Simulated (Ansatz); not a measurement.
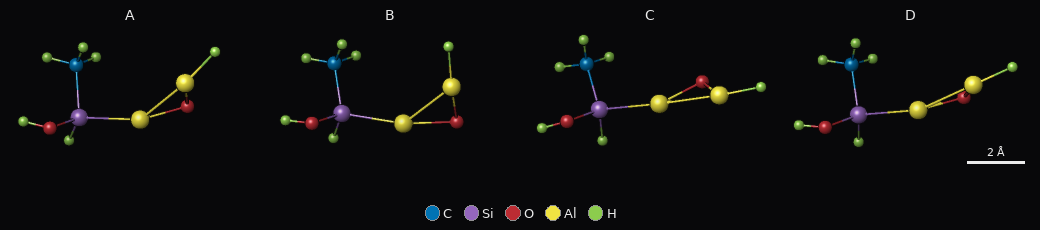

4 geometries from one relaxation of CH$_{6}$Al$_{2}$O$_{2}$Si (coarse preliminary run), in shuffled order. Style: ball-and-stick. Shown at a tilt.

The start comes from a force field.

All numbers below come from RKS PBE-D4/def2-SVP (Ansatz 0.2.0). Settings: force threshold 0.03 eV/Å; at most 200 steps.

### Put them in the order of the run, from the start to the converged end.

B, A, D, C. They are steps 0, 5, 9, 23, at +44.9 kcal/mol, +5.21 kcal/mol, +1.32 kcal/mol relative to the last. The largest move after the best rigid fit is that of an H atom, 2.35 Å. Largest moves by element: H 2.35 Å, O 1.52 Å, Al 0.90 Å, C 0.41 Å, Si 0.18 Å. Near-neighbour distances that change, for instance: Al–Si 2.336 → 2.479 Å, Al–O 1.893 → 1.776 Å, Al–O 1.867 → 1.775 Å, Al–Al 2.468 → 2.399 Å. Bond angles that change, for instance: Al–Al–H 130.4° → 173.5°, Si–Al–Al 137.0° → 175.4°, O–Al–H 159.5° → 126.0°. After 22 accepted moves (23 points after the start) the energy has fallen by 44.9 kcal/mol. Largest force component: 3 eV/Å at the start, 0.0032 eV/Å at the end. The line search rejected the trial step at point 13 of the run. The forces were under the threshold at step 16, but the run went on from there. Cost: 45 s on 4 threads of Arm Neoverse V1 (shared host).
